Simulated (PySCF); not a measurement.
**CH9NP2Si (SMILES CN[SiH](P)P) at 4 levels**

Aim: a comparison of 4 runs (B3LYP/6-31G*, PBE0/def2-SVP, MP2/STO-3G, CCSD(T)/6-31G**) of CH9NP2Si. The job is set up through a Python script.

The calculation is run with PySCF 2.14.0.

## 1. The system as given

The species is CH9NP2Si (14 atoms), meant as a singlet with charge 0. SMILES: `CN[SiH](P)P`. Geometry: relaxed at GFN2-xTB. This is one conformer, not always the lowest.

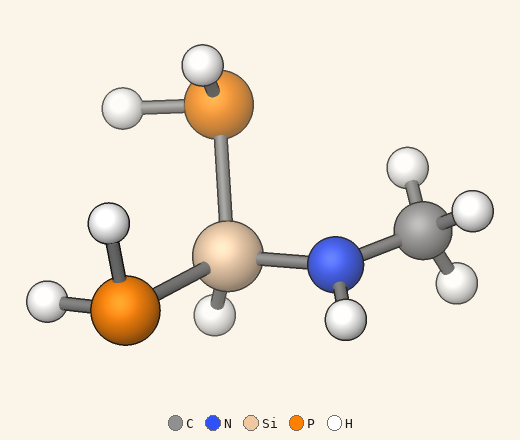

The structure, seen from a chosen angle (carbon grey, nitrogen blue, silicon light orange, phosphorus orange, hydrogen white).

## 2. Energy and gradient at B3LYP/6-31G(d) (spherical functions) (run 1)

File calc.py:

```python
from pyscf import gto, dft

system = gto.Mole()
system.atom = [
    ('C', (-1.713060, 1.139820, 0.868210)),
    ('N', (-0.436090, 1.128180, 0.197560)),
    ('Si', (0.143570, -0.209530, -0.707200)),
    ('P', (-0.182400, -2.014340, 0.614080)),
    ('P', (2.232910, 0.424850, -1.273470)),
    ('H', (-2.526610, 1.457770, 0.208550)),
    ('H', (-1.929230, 0.130500, 1.216370)),
    ('H', (-1.679620, 1.808170, 1.729920)),
    ('H', (-0.141650, 2.051910, -0.084120)),
    ('H', (-0.569650, -0.519590, -1.967230)),
    ('H', (0.615980, -2.858150, -0.137460)),
    ('H', (0.850670, -1.728490, 1.491090)),
    ('H', (2.849170, -0.093320, -0.149400)),
    ('H', (2.486010, -0.717790, -2.006880)),
]
system.basis = '6-31g*'
system.max_memory = 1860
system.spin = 0
system.verbose = 3
system.build()

myscf = dft.RKS(system)
myscf.xc = 'b3lyp'
myscf.grids.level = 5
myscf.conv_tol = 1e-10
myscf.kernel()
if not myscf.converged:
    myscf = myscf.newton().run(myscf.mo_coeff, myscf.mo_occ)

energy = myscf.e_tot
print('Final energy', energy)
grad = myscf.nuc_grad_method().kernel()
myscf.analyze()
```

The run is started by

```
$ OMP_NUM_THREADS=1 python calc.py
```

Log:

```text
converged SCF energy = -1070.47784478289
[... 13 lines left out ...]
MO #4   energy= -14.3112691018602  occ= 2
[... 11 lines left out ...]
MO #16  energy= -3.64939254836302  occ= 2
[... 11 lines left out ...]
MO #28  energy= -0.363484366394434 occ= 2
[... 11 lines left out ...]
MO #40  energy= 0.0870285095696377 occ= 0
[... 11 lines left out ...]
MO #52  energy= 0.315095501121836  occ= 0
[... 11 lines left out ...]
MO #64  energy= 0.651698542834586  occ= 0
[... 11 lines left out ...]
MO #76  energy= 0.87408235166999   occ= 0
[... 11 lines left out ...]
MO #88  energy= 1.22500613226467   occ= 0
[... 11 lines left out ...]
MO #100 energy= 2.65873775842146   occ= 0
[... 15 lines left out ...]
Dipole moment(X, Y, Z, Debye): -0.05761,  0.49032,  0.17849
```

Run time: 89 s. Hardware: 1 thread of Intel Xeon at 2.70GHz, shared host; peak memory 1 GiB.

## 3. Energy and gradient at PBE0/def2-SVP (run 2)

File job.py:

```python
from pyscf import gto, dft

molecule = gto.Mole()
molecule.atom = '''
C     -1.713060     1.139820     0.868210
N     -0.436090     1.128180     0.197560
Si     0.143570    -0.209530    -0.707200
P     -0.182400    -2.014340     0.614080
P      2.232910     0.424850    -1.273470
H     -2.526610     1.457770     0.208550
H     -1.929230     0.130500     1.216370
H     -1.679620     1.808170     1.729920
H     -0.141650     2.051910    -0.084120
H     -0.569650    -0.519590    -1.967230
H      0.615980    -2.858150    -0.137460
H      0.850670    -1.728490     1.491090
H      2.849170    -0.093320    -0.149400
H      2.486010    -0.717790    -2.006880
'''
molecule.verbose = 3
molecule.basis = 'def2-svp'
molecule.spin = 0
molecule.max_memory = 1860
molecule.build()

mf = dft.RKS(molecule)
mf.xc = 'pbe0'
mf.grids.level = 5
mf.conv_tol = 1e-10
mf.kernel()
if not mf.converged:
    mf = mf.newton().run(mf.mo_coeff, mf.mo_occ)

etot = mf.e_tot
print('E(%s) = %.9f' % ('PBE0', etot))
grad = mf.nuc_grad_method().kernel()
dip = mf.dip_moment()
pop, q = mf.mulliken_pop()
```

The run is started by

```
$ OMP_NUM_THREADS=1 python job.py
```

Log:

```text
converged SCF energy = -1069.61674402373
[... 9 lines left out ...]
Dipole moment(X, Y, Z, Debye): -0.01511,  0.49766,  0.27459
[... 142 lines left out ...]
charge of   13H =      0.01275
```

Run time: 100 s. Hardware: 1 thread of Intel Xeon at 2.70GHz, shared host; peak memory 1.4 GiB.

Run 3 isn't shown in full; the table further down has it.

## 4. The energy at CCSD(T)/6-31G(d,p) (spherical functions) (run 4)

File geometry.xyz:

```xyz
14
CH9NP2Si
C     -1.713060     1.139820     0.868210
N     -0.436090     1.128180     0.197560
Si     0.143570    -0.209530    -0.707200
P     -0.182400    -2.014340     0.614080
P      2.232910     0.424850    -1.273470
H     -2.526610     1.457770     0.208550
H     -1.929230     0.130500     1.216370
H     -1.679620     1.808170     1.729920
H     -0.141650     2.051910    -0.084120
H     -0.569650    -0.519590    -1.967230
H      0.615980    -2.858150    -0.137460
H      0.850670    -1.728490     1.491090
H      2.849170    -0.093320    -0.149400
H      2.486010    -0.717790    -2.006880
```

File job.py:

```python
from pyscf import gto, cc

mol = gto.M(
    atom='geometry.xyz',
    basis='6-31g**',
    max_memory=1860,
    verbose=3,
    charge=0,
)

mf = mol.RHF()
mf.conv_tol = 1e-10
mf.kernel()
if not mf.converged:
    mf = mf.newton().run(mf.mo_coeff, mf.mo_occ)

mycc = cc.CCSD(mf, frozen=17)
mycc.kernel()
e_t = mycc.ccsd_t()
e_tot = mycc.e_tot + e_t
print(f'total energy: {e_tot:.8f} hartree')
mf.analyze()
```

The run is started by

```
$ OMP_NUM_THREADS=1 python job.py
```

Log:

```text
converged SCF energy = -1067.93999821958
[... 10 lines left out ...]
MO #7   energy= -7.46990937695374  occ= 2
[... 14 lines left out ...]
MO #22  energy= -0.701674167290302 occ= 2
[... 14 lines left out ...]
MO #37  energy= 0.186785919717427  occ= 0
[... 14 lines left out ...]
MO #52  energy= 0.480390684468376  occ= 0
[... 14 lines left out ...]
MO #67  energy= 0.899141983938032  occ= 0
[... 14 lines left out ...]
MO #82  energy= 1.27052041995709   occ= 0
[... 14 lines left out ...]
MO #97  energy= 2.31575932927083   occ= 0
[... 14 lines left out ...]
MO #112 energy= 2.81844915313704   occ= 0
[... 14 lines left out ...]
MO #127 energy= 3.87546740817116   occ= 0
[... 15 lines left out ...]
Dipole moment(X, Y, Z, Debye): -0.23756,  0.54555,  0.06892
```

It took 3.5 min on 1 thread of Intel Xeon at 2.70GHz, shared host; peak memory 1.9 GiB.

## 5. The series

```csv
run,level,integration grid,frozen core orbitals,energy (Eh),dipole moment (D) of the reference,HOMO energy (eV),LUMO energy (eV),wall time
1,B3LYP/6-31G* (spherical functions),5,–,-1070.477845,0.52,-6.36,0.09,89 s
2,PBE0/def2-SVP,5,–,-1069.616744,0.57,-6.69,0.28,100 s
3,MP2/STO-3G,–,17,-1056.046188,0.53,-6.52,9.29,9 s
4,CCSD(T)/6-31G** (spherical functions),–,17,-1068.670849,0.60,-9.21,3.48,3.5 min
```

## 6. Results

```
                                           quantity           value
                                run 4: total energy  -1068.67085 Eh
        run 4: dipole moment (Hartree–Fock density)          0.60 D
         run 4: HOMO energy (Hartree–Fock orbitals)        -9.21 eV
         run 4: LUMO energy (Hartree–Fock orbitals)         3.48 eV
       run 4: HOMO–LUMO gap (Hartree–Fock orbitals)        12.69 eV
run 4: correlation energy (17 core orbitals frozen)      -730.9 mEh
                              run 4: (T) correction      -20.27 mEh
                               run 4: T1 diagnostic           0.011
```

In words: Totals of different functionals can't be ranked against each other. In run 3 the basis is minimal, so the values are rough. All runs together took 6.7 min, the longest 3.5 min.
